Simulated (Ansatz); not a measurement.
Complex (SMILES): F (HF) with FCl (F-Cl), atoms 1 to 2 the first; geometry from B3LYP-D3(BJ)/def2-TZVP, monomers rigid:
```xyz
4

F      0.3477     0.0277    -0.4961
H     -0.5669     0.0474    -0.3400
F     -2.4822     0.0933    -0.3591
Cl    -3.1336     0.1260    -1.8747
```

Basis-set convergence of the counterpoise-corrected interaction energy at HF with Ansatz (a first-principles code). Cartesian d functions, on some or all atoms, in 6-31G**; all else is spherical. No added dispersion term, no relativity. Functions are those of the species that has most. Reference: the value in aug-pcseg-3, -1.59 kcal/mol, itself unsure by roughly 0.02 kcal/mol (its mean distance from aug-cc-pV(Q+d)Z, def2-QZVPPD). Deviations are taken from unrounded values.

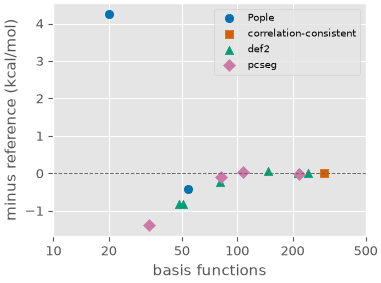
Figure. Deviation from the reference against the number of basis functions, by family of sets.

| basis | functions | counterpoise-corrected interaction energy (kcal/mol) | minus reference (kcal/mol) |
|---|---|---|---|
| STO-3G | 20 | 2.66 | 4.25 |
| pcseg-0 | 33 | -2.98 | -1.39 |
| def2-SV(P) | 48 | -2.42 | -0.83 |
| def2-SVP | 51 | -2.42 | -0.83 |
| 6-31G** | 54 | -2.02 | -0.42 |
| def2-SVPD | 81 | -1.84 | -0.24 |
| aug-pcseg-1 | 82 | -1.69 | -0.10 |
| pcseg-2 | 108 | -1.57 | 0.03 |
| def2-TZVPPD | 148 | -1.53 | 0.07 |
| def2-QZVPP | 214 | -1.58 | 0.01 |
| pcseg-3 | 217 | -1.60 | -0.01 |
| def2-QZVPPD | 244 | -1.57 | 0.02 |
| aug-cc-pV(Q+d)Z | 295 | -1.57 | 0.02 |
